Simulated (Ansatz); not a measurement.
A series of calculations on CH6BFO

## 1. Relaxation

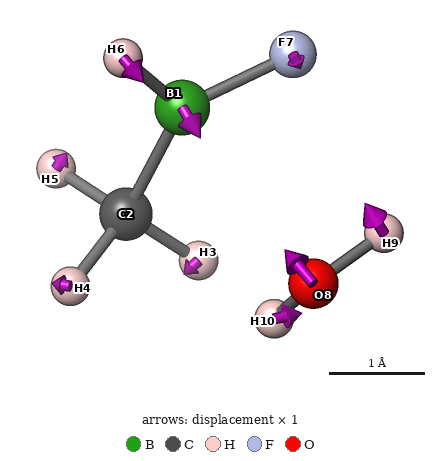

A relaxation of CH₆BFO. The starting structure is drawn; purple arrows show the displacements, at their true length. The two geometries are superimposed by the best rigid fit.

The picture is a ball-and-stick view, seen from a free direction.

The run prepares an end point of a later path (reaction) calculation, from a guessed geometry.

Level of theory: RKS LDA/def2-SVP (Ansatz).

The input:
```yaml
crystal:
  periodic: [false, false, false]
  atoms:
    - { symbol: B, position_ang: [0.10418, 0.172124, 0.246633] }
    - { symbol: C, position_ang: [0.030598, 0.230064, 1.824468] }
    - { symbol: H, position_ang: [-0.943481, -0.115048, 2.236575] }
    - { symbol: H, position_ang: [0.876157, -0.309295, 2.304749] }
    - { symbol: H, position_ang: [0.148236, 1.294442, 2.139323] }
    - { symbol: H, position_ang: [1.135787, 0.319045, -0.393401] }
    - { symbol: F, position_ang: [-1.033794, 0.160061, -0.447884] }
    - { symbol: O, position_ang: [-0.141114, -2.406673, 0.422141] }
    - { symbol: H, position_ang: [-0.965621, -2.214646, -0.068908] }
    - { symbol: H, position_ang: [-0.314447, -1.996473, 1.308004] }
basis:
  gaussian: { orbitals: def2-SVP }
hamiltonian:
  xc: lda
relax:
  f_tol: 0.03
  max_steps: 50
output:
  orbitals: {}
```

Run as
```bash
ansatz run input.yaml --threads 2 --pin off --max-ram 3072MiB --backend cpu --events-out ev --progress --plain --runs-dir out
```

What did the optimiser do to the structure, and how much energy did it gain?

After 11 accepted moves (12 points after the start) the energy has fallen by 0.521 eV. Largest force component: 0.67 eV/Å at the start, 0.012 eV/Å at the end. The line search rejected the trial step at point 6 of the run. O8 moves most after the best rigid fit: 0.53 Å. By element the largest moves are O 0.53 Å, H 0.46 Å, B 0.40 Å, F 0.20 Å, C 0.07 Å. Some distances before and after: B1–O8 2.596 → 1.670 Å, B1–F7 1.333 → 1.388 Å, B1–H6 1.223 → 1.233 Å, O8–H9 0.979 → 0.986 Å. New bonds form, among them: B1–O8 (2.60 → 1.67 Å). Bond angles that change, for instance: C2–B1–H6 123.9° → 119.0°, C2–B1–F7 118.7° → 115.1°, H6–B1–F7 116.6° → 113.4°.

## 2. Relaxation

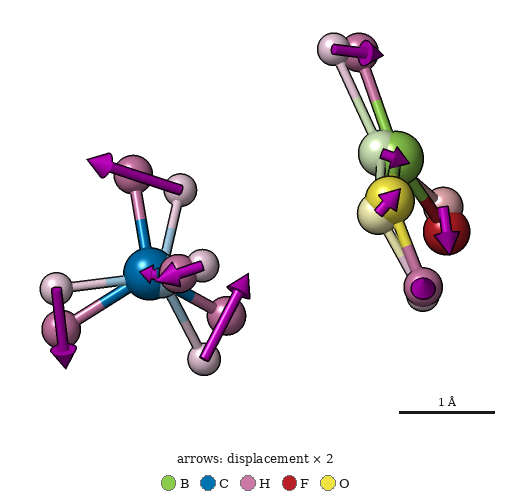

A relaxation of CH6BFO. The starting structure is drawn faded, the final one solid; purple arrows show the displacements, magnified 2 times. The two geometries are superimposed by the best rigid fit.

The picture is a ball-and-stick view, seen at a tilt.

The run prepares an end point of a later path (reaction) calculation, from a guessed geometry.

Computed with RKS LDA/def2-SVP in Ansatz.

Input file:
```yaml
crystal:
  periodic: [false, false, false]
  atoms:
    - { symbol: B, position_ang: [-0.045675, -0.432151, -0.445244] }
    - { symbol: C, position_ang: [0.023529, -0.170622, 2.343782] }
    - { symbol: H, position_ang: [-1.064282, -0.131024, 2.550684] }
    - { symbol: H, position_ang: [0.590434, -0.284233, 3.291316] }
    - { symbol: H, position_ang: [0.327297, 0.772363, 1.849824] }
    - { symbol: H, position_ang: [0.990598, 0.181953, -0.577428] }
    - { symbol: F, position_ang: [-1.211395, 0.19844, -0.435802] }
    - { symbol: O, position_ang: [-0.019749, -1.802878, -0.381104] }
    - { symbol: H, position_ang: [-0.928743, -2.161661, -0.30624] }
    - { symbol: H, position_ang: [0.234487, -1.036587, 1.681913] }
basis:
  gaussian: { orbitals: def2-SVP }
hamiltonian:
  xc: lda
relax:
  f_tol: 0.03
  max_steps: 50
```

Launched with:
```bash
ansatz run input.yaml --threads 2 --pin off --max-ram 3072MiB --backend cpu --events-out ev --progress --plain --runs-dir out
```

**Which element moves most?**

Hydrogen: up to 0.59 Å, against 0.27 Å for fluorine.

**Describe the change and its energy.**

After 14 accepted moves (18 points after the start) the energy has fallen by 6.42 kJ/mol. The largest force component goes from 1.1 to 0.018 eV/Å. The line search rejected the trial steps at points 7, 11, 16, 17 of the run. The forces were under the threshold at step 6, but the run went on from there. The largest move after the best rigid fit is that of H5, 0.59 Å. By element the largest moves are H 0.59 Å, F 0.27 Å, O 0.18 Å, B 0.16 Å, C 0.12 Å. Near-neighbour distances that change, for instance: B1–O8 1.372 → 1.341 Å. The run took 16 s on 2 threads of Arm Neoverse V2, on a shared host, peak memory 0.14 GiB.

Limits of the set-up: the start holds two separate molecules, 2.2 Å apart at their closest, whose relative position is a soft coordinate and is computed without a dispersion correction.

## 3. Path

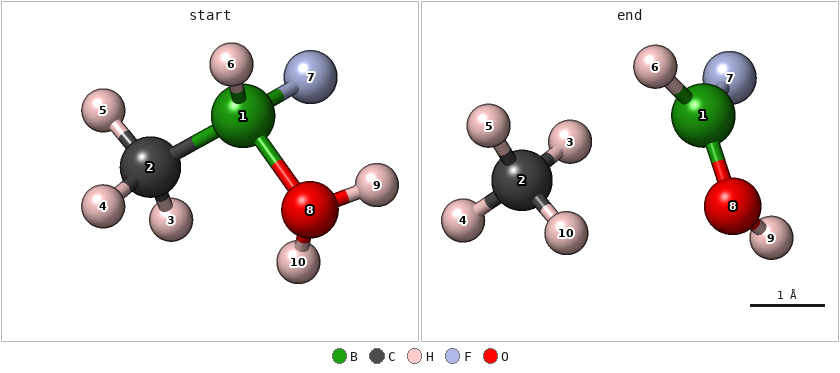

The two relaxed end points of a path for CH$_{6}$BFO. The picture is a ball-and-stick view, seen at a tilt.

These are results of RKS LDA/def2-SVP in Ansatz, not measurements.

Settings: 7 movable images; climbing image; force threshold 0.03 eV/Å; iteration limit 60.

Start:
```xyz
10

B     0.0425   -0.2120    0.3488
C     0.0740    0.2146    1.8697
H    -0.8312   -0.1284    2.4291
H     0.9781   -0.1403    2.4097
H     0.0736    1.3239    1.9439
H     1.0443   -0.0250   -0.3453
F    -1.1458    0.0602   -0.3148
O    -0.0643   -1.8777    0.4005
H    -0.6594   -2.0377   -0.3694
H    -0.6153   -2.0441    1.1995
```

End:
```xyz
10

B    -0.1584   -0.5282   -0.5372
C     0.0869   -0.0679    2.4104
H    -0.9209    0.2657    2.0956
H     0.1354   -0.1396    3.5140
H     0.8391    0.6630    2.0535
H     0.7903    0.1950   -0.7658
F    -1.3729   -0.0094   -0.3890
O     0.0139   -1.8570   -0.4772
H    -0.8243   -2.3297   -0.2969
H     0.3073   -1.0584    1.9641
```

> Predict the minimum-energy path and its barrier.

Forward barrier 72.2 kJ/mol, backward barrier 159.3 kJ/mol, with image 3 at the top; the reaction energy is −87.1 kJ/mol. Breaking: B1–C2 (1.58 → 1.76 at the top → 2.99 Å), O8–H10 (0.98 → 1.26 at the top → 2.59 Å). Forming: C2–H10 (2.45 → 1.38 at the top → 1.11 Å). The band is converged. At the top, the vibrational analysis gives one imaginary mode (1079i cm⁻¹), as a transition state must have.

Energies of the converged images:

```json
{"image": "0", "path (Å)": "0.00", "E (kJ/mol)": "0.0"}
{"image": "1", "path (Å)": "0.46", "E (kJ/mol)": "2.2"}
{"image": "2", "path (Å)": "0.92", "E (kJ/mol)": "27.0"}
{"image": "3", "path (Å)": "1.39", "E (kJ/mol)": "72.2"}
{"image": "4", "path (Å)": "2.15", "E (kJ/mol)": "-45.1"}
{"image": "5", "path (Å)": "2.91", "E (kJ/mol)": "-84.4"}
{"image": "6", "path (Å)": "3.67", "E (kJ/mol)": "-85.9"}
{"image": "7", "path (Å)": "4.43", "E (kJ/mol)": "-86.5"}
{"image": "8", "path (Å)": "5.19", "E (kJ/mol)": "-87.1"}
```

The geometry at the top of the path:

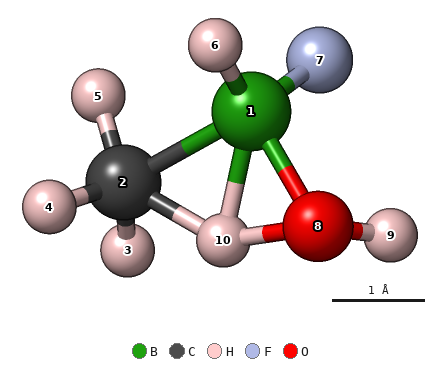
